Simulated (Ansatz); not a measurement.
## Ru4: a changed input and its effect

System: Ru4, charge −1, multiplicity 2.
Method of the first run: UKS PBE0-D4/def2-TZVPD (Ansatz 0.2.0).

The geometry comes from this level: PBE0-D4/def2-SVPD. Text and figures count atoms from 1; the logs count them from 0 in places.

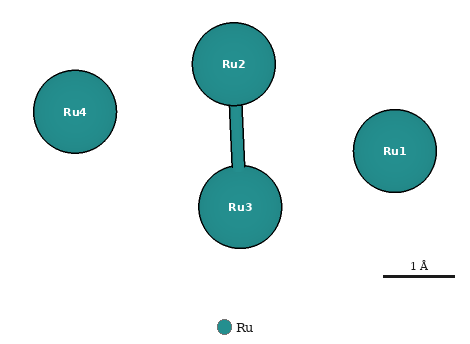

Figure 1. The input geometry (ball-and-stick view, seen at a tilt; atoms are numbered from 1 in the order of the input). Sticks mark near contacts.

Input, the first run:
```yaml
crystal:
  periodic: [false, false, false]
  atoms:
    - {symbol: Ru, position_ang: [1.672545, 1.664129, -0.163410]}
    - {symbol: Ru, position_ang: [-0.770183, 0.764076, 0.014387]}
    - {symbol: Ru, position_ang: [0.834049, -0.785459, -0.014004]}
    - {symbol: Ru, position_ang: [-1.736401, -1.642756, 0.163027]}
basis:
  gaussian: {orbitals: def2-TZVPD, initial_orbitals: start.molden}
total_charge: -1
magnetization: {spin_polarized: true, initial_magnetization: 1}
hamiltonian: {xc: pbe0, dispersion: d4}
scf: {omitted_lower_state_checks: [starts]}
output: {orbitals: {seedname: orbitals}}
```

Command:
```bash
ansatz run in.yaml --threads 4 --pin off --events-out ev --progress --plain --max-ram 3916MiB
```

Hardware: 4 threads of Arm Neoverse V2, 23 GiB of memory available, shared host.

Output (the first run):
```
Functional definition: PBE0
  parameter a = 0.25
  parameter kappa = 0.804
  parameter beta = 0.06672455060314922
  exchange = (1 - a)*pbe_x(kappa = kappa, mu = beta*pi^2/3) + a*exact_x
  correlation = pbe_c(beta = beta)
these checks for a lower state are left out or cut short: starts
1512 factors; their error is unknown
mean field evaluation 1: about -10325.0836 eV, gradient 1.6e1 eV
mean field evaluation 2: about -10325.2321 eV, gradient 2.4e-1 eV
mean field evaluation 4: about -10325.2871 eV, gradient 5.1e-2 eV
mean field evaluation 8: about -10325.2872 eV, gradient 1.5e-3 eV
mean field evaluation 16: about -10325.2872 eV, gradient 7.1e-6 eV
mean field -10325.28719572 eV, -379.4473057116 hartree, gradient 7.1e-6 eV, S^2 5.116847; 0 other end points of the search recorded, 0 dependent functions left out
reference -10325.28722111 eV, -379.4473066449 hartree; 33, 32 occupied and 127, 128 virtual orbitals, 1512 factors
Total energy: -10325.50758444 eV, -379.4554048479 hartree
Checks for a lower state left out: starts
```

The input of the second run differs as follows (lines with − go, lines with + come):
```diff
-    - {symbol: Ru, position_ang: [1.672545, 1.664129, -0.163410]}
-    - {symbol: Ru, position_ang: [-0.770183, 0.764076, 0.014387]}
-    - {symbol: Ru, position_ang: [0.834049, -0.785459, -0.014004]}
-    - {symbol: Ru, position_ang: [-1.736401, -1.642756, 0.163027]}
+    - {symbol: Ru, position_ang: [-0.104213, -0.175259, 1.416914]}
+    - {symbol: Ru, position_ang: [-1.000095, 0.305225, -0.976569]}
+    - {symbol: Ru, position_ang: [0.802069, 1.372376, -0.025036]}
+    - {symbol: Ru, position_ang: [0.302239, -1.502342, -0.415309]}
-magnetization: {spin_polarized: true, initial_magnetization: 1}
+magnetization: {spin_polarized: true, initial_magnetization: 5}
```

What does this change do to the results?

With the same method and basis, the second run lies 13.3 kcal/mol lower. The HOMO goes from −0.22 to 0.13 eV. The LUMO goes from 1.38 to 1.68 eV.

Output (the second run):
```
Functional definition: PBE0
  parameter a = 0.25
  parameter kappa = 0.804
  parameter beta = 0.06672455060314922
  exchange = (1 - a)*pbe_x(kappa = kappa, mu = beta*pi^2/3) + a*exact_x
  correlation = pbe_c(beta = beta)
these checks for a lower state are left out or cut short: starts
1512 factors; their error is unknown
mean field evaluation 1: about -10325.5185 eV, gradient 1.6e1 eV
mean field evaluation 2: about -10325.7897 eV, gradient 3.7e-1 eV
mean field evaluation 4: about -10325.8427 eV, gradient 5.0e-2 eV
mean field evaluation 8: about -10325.8427 eV, gradient 2.5e-5 eV
mean field -10325.84271557 eV, -379.4677206897 hartree, gradient 6.4e-6 eV, S^2 9.356272; 0 other end points of the search recorded, 0 dependent functions left out
reference -10325.84274085 eV, -379.4677216188 hartree; 35, 30 occupied and 125, 130 virtual orbitals, 1512 factors
Total energy: -10326.08262585 eV, -379.4765372299 hartree
Checks for a lower state left out: starts
```

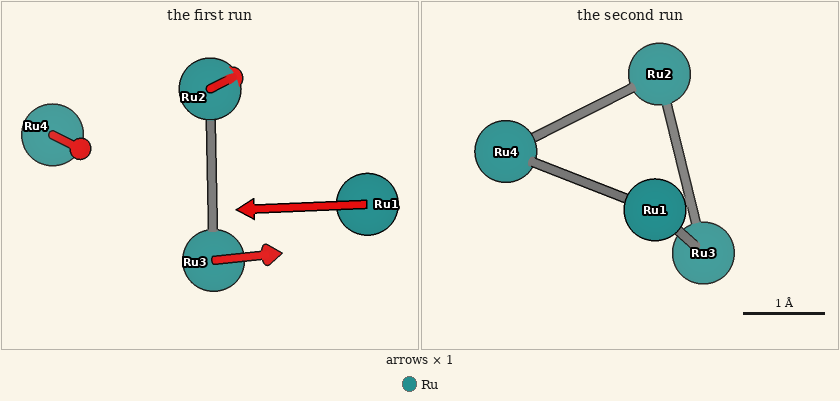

Figure 2. The two input geometries at one scale (ball-and-stick view, seen at a tilt). The red arrows on the first give the shifts of the atoms after the best rigid fit, at true length. The atom that moves furthest after the best rigid fit is Ru1 (1.65 Å). Among the contacts that change: Ru1–Ru4 4.761 → 2.299 Å, Ru2–Ru4 2.598 → 2.297 Å, Ru1–Ru3 2.593 → 2.301 Å, Ru2–Ru3 2.231 → 2.300 Å.

The two runs side by side:

| quantity | the first run | the second run |
| --- | --- | --- |
| outcome | converged | converged |
| total energy (hartree) | −379.455405 | −379.476537 |
| HOMO (eV) | −0.22 | 0.13 |
| LUMO (eV) | 1.38 | 1.68 |
| ⟨S²⟩ | 5.117 | 9.356 |
| basis functions | 160 | 160 |
| wall time (shared host) | 32 s | 24 s |

For the first run: ⟨S²⟩ is 5.12 against 0.75 for a pure state: the solution is spin-contaminated. For the second run: The highest filled orbital lies above zero: either the extra electron isn't bound at this level, or the self-interaction error of the functional lifts the level.
